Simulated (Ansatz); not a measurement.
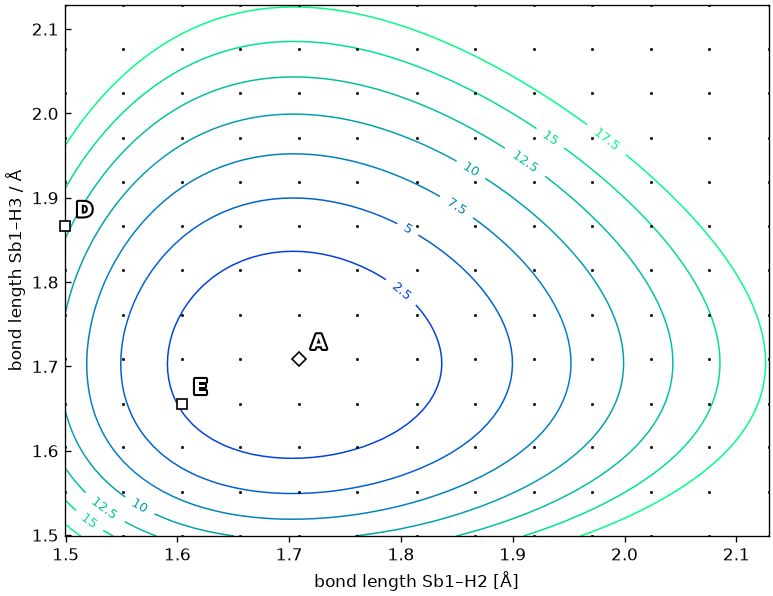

SbH2Cl. Coordinates scanned: (1) bond length Sb1–H2; (2) bond length Sb1–H3. Nothing is relaxed (all other coordinates rigid). The scan uses a 13 × 13 grid; 91 points were computed and 78 follow by symmetry. Energies: kcal/mol, counted from the relaxed molecule at the same level. Theory: RKS r2SCAN0-D4/def2-TZVP (Ansatz).

The picture shows contour lines labelled in kcal/mol (none above 17.5), dots at the grid points, lettered points. Between grid points the surface is interpolated.

Q: Is E the lowest point of the computed grid?

A: No. E lies 2.3 kcal/mol above the lowest grid point, which is at bond length Sb1–H2 = 1.709 Å, bond length Sb1–H3 = 1.709 Å.

Q: What kind of point is each of A, E: minimum, saddle, maximum or slope?

A: A: minimum; E: on a slope. (In these two coordinates alone; a stationary point may lie a little off the grid point.)

Q: Rank the lettered points by energy, lowest first.

A: A (0.011 kcal/mol), E (2.3 kcal/mol), D (13.1 kcal/mol).
